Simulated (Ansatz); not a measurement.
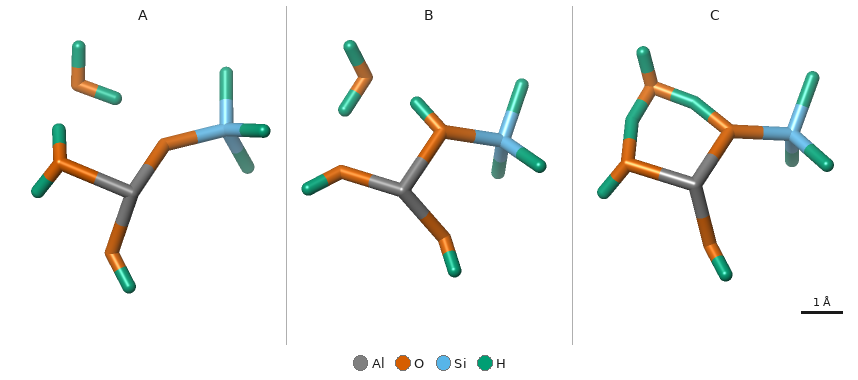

Three geometries of AlSiH8O4 (multiplicity 2): a saddle point and the two minima that it joins, in shuffled order. A stick model, seen at a tilt. Sticks join atoms that are closer than about 1.2 times the sum of their covalent radii (a little more with hydrogen).

Stationary points at PBE0-D4/def2-TZVP, single-point energies with CCSD(T)/CBS, B2PLYP, PBE0-D4, r2SCAN-D4 (def2-TZVPP where no basis is named; Ansatz 0.2.0). The energies are electronic, without zero-point or thermal terms, and both ends are the minima reached downhill from the saddle, with any fragments still in contact. CCSD(T)/CBS stands for a frozen-core estimate: MP2 correlation extrapolated from def2-TZVPP and def2-QZVPP, CCSD(T) minus MP2 from the smaller set.

Identify the saddle point and describe the reaction.

Answer. Frame C is the saddle point. From A over the saddle to B, bonds form: H–O (1.79 → 1.24 → 1.02 Å), H–O (1.58 → 1.11 → 0.99 Å). Bonds break: H–O (1.01 → 1.33 → 1.69 Å), H–O (0.98 → 1.17 → 1.54 Å). The saddle has one imaginary mode, 783i cm⁻¹. With CCSD(T)/CBS the barrier is 43.1 kJ/mol from A and 25.9 kJ/mol from B, and B lies 17.3 kJ/mol above A.

| level | barrier from A (kJ/mol) | barrier from B (kJ/mol) | B less A (kJ/mol) |
| --- | --- | --- | --- |
| CCSD(T)/CBS | 43.1 | 25.9 | 17.3 |
| B2PLYP | 39.4 | 20.9 | 18.5 |
| PBE0-D4 | 31.3 | 14.9 | 16.4 |
| r2SCAN-D4 | 27.4 | 11.0 | 16.4 |

Against CCSD(T)/CBS, B2PLYP comes closest on the barrier from A (−3.8 kJ/mol) and r2SCAN-D4 misses most (−15.7 kJ/mol).
